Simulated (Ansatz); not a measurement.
**Ligand exchange: C3H6O2 + C3H9BO2 → C3H6O3 + C3H9BO**

Species: C3H6O2 (methoxyacetaldehyde) `COCC=O`, singlet; C3H9BO2 `CC(C)B(O)O`, singlet; C3H6O3 `COCC(=O)O`, singlet; C3H9BO `CC(C)BO`, singlet. The partners trade H for OH: C–H and B–OH bonds give way to C–OH and B–H.

Shapes, held fixed at every level: PBE0-D4/def2-TZVP. Flexible molecules stand in one conformer, not always the lowest. Programs: Ansatz 0.2.0. Electronic energies: no zero-point or thermal term.

```
               level                   kind  ΔE (kJ/mol)  less CCSD(T)/CBS estimate
       HF/def2-TZVPP           Hartree–Fock       +110.2                       -1.5
 B3LYP-D4/def2-TZVPP          global hybrid       +104.8                       -6.9
  PBE0-D4/def2-TZVPP          global hybrid       +100.1                      -11.6
   B2PLYP/def2-TZVPP          double hybrid       +106.4                       -5.3
      MP2/def2-TZVPP    perturbation theory       +110.3                       -1.4
  CCSD(T)/def2-TZVPP  coupled cluster or CI       +110.3                       -1.4
     CCSD/def2-TZVPP  coupled cluster or CI       +112.6                       +0.9
CCSD(T)/CBS estimate  coupled cluster or CI       +111.7                        0.0
```

The highest level, CCSD(T)/CBS estimate, gives ΔE = +111.7 kJ/mol; the levels span +100.1 to +112.6. The column of differences is taken from that level and isn't an error. No measured value is set beside it here. The CBS estimate extrapolates MP2 from def2-TZVPP and def2-QZVPP and adds CCSD(T) − MP2 in the triple-zeta set, cores frozen.

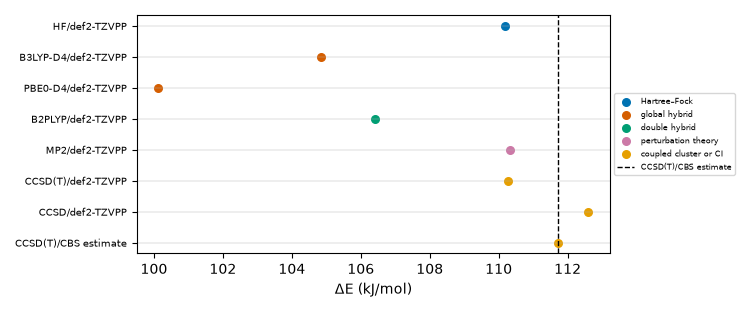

The values of the table, level by level.
